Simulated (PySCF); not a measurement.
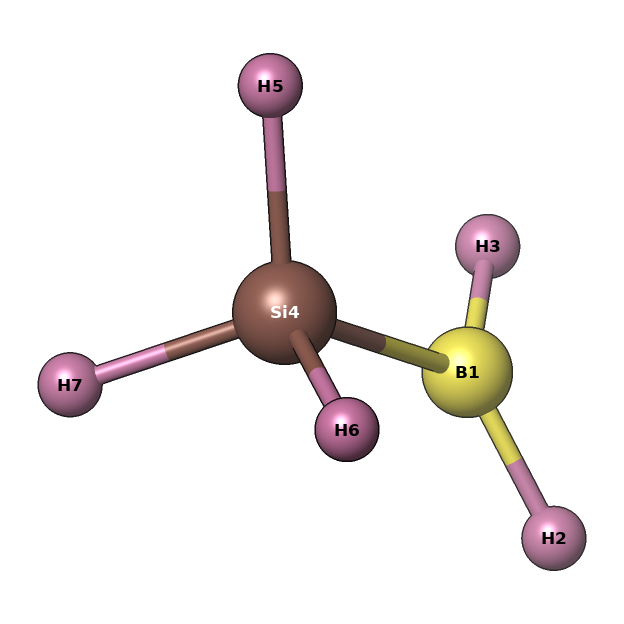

Computed geometry: PBE0-D3(BJ)/def2-SVP optimisation. No frequency run is at hand to confirm it as a minimum. Electric field gradients from the ground-state density, PBE0/pcSseg-1 (PySCF 2.14.0), non-relativistic apart from any core potentials.

Give the largest field-gradient component, the quadrupole coupling constant and the asymmetry for 11B at B1 (Q = 40.59 mb), 2H at H2 (Q = 2.86 mb), 2H at H5 (Q = 2.86 mb), 2H at H7 (Q = 2.86 mb).

```tsv
atom	V_zz (a.u.)	e²qQ/h (MHz)	η
B1	0.654	6.24	0.04
H2	0.200	0.135	0.18
H5	0.141	0.095	0.01
H7	0.138	0.093	0.00
```
